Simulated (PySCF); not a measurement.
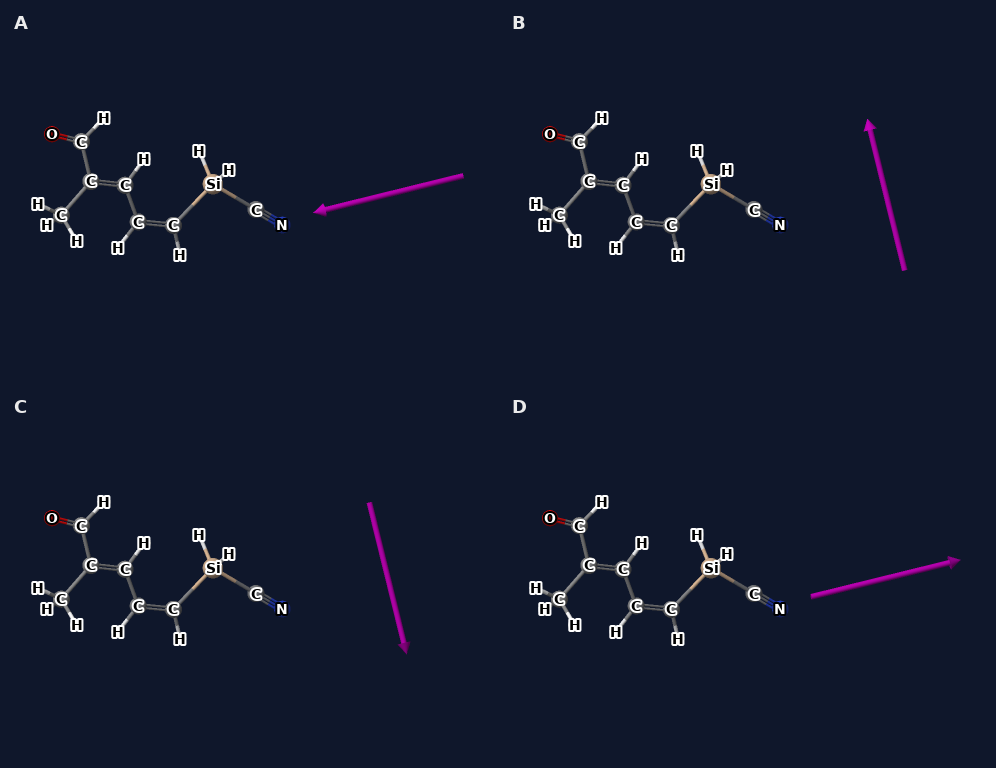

The same molecule four times, each with an arrow. The computed structure is the end point of a GFN2-xTB optimisation. No frequency run is at hand to confirm it as a minimum. Method: PBE0/pcSseg-1, gas phase (PySCF 2.14.0).

**Which arrow points along the dipole moment, from the negative to the positive end?**

A. The dipole moment is 1.51 D.

The geometry is semi-empirical. Around Si such bond lengths and angles can be off by a tenth of an ångström or more and by several degrees, and values that hang on the shape move with them.
